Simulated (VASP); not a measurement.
Band structure of CdTe (zinc blende). Computed with vdW-DF-cx, VASP's PBE PAW potentials (set 64) (plane waves; VASP 6.6.1).

Unless said otherwise, spin-orbit coupling is left out, though it shifts the bands of the heavy elements here.

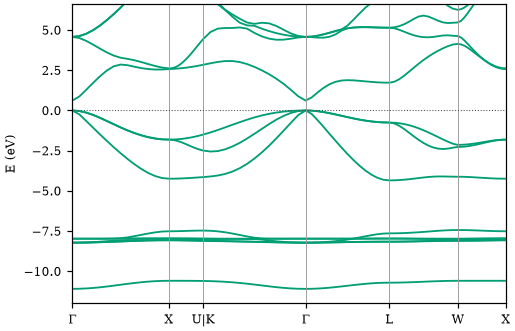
*Bands along high-symmetry lines, zero at the valence-band maximum or, without a gap, the Fermi level*

### Question
Read the plot: is there a gap, and where are the band edges?

### Answer
The gap is direct, 0.62 eV, from the valence maximum at Γ to the conduction minimum at Γ. (Edges off the drawn lines would not show.)

Measured: gap 1.63 eV (computed value off by -1.01 eV), as given by Anna Miglio et al., npj Computational Materials (2020), arXiv:2011.12765 [zero-point renormalisation of 16 meV (experimental, the table's column) added back].

The compound is CdTe in the zinc blende structure. It was relaxed first.
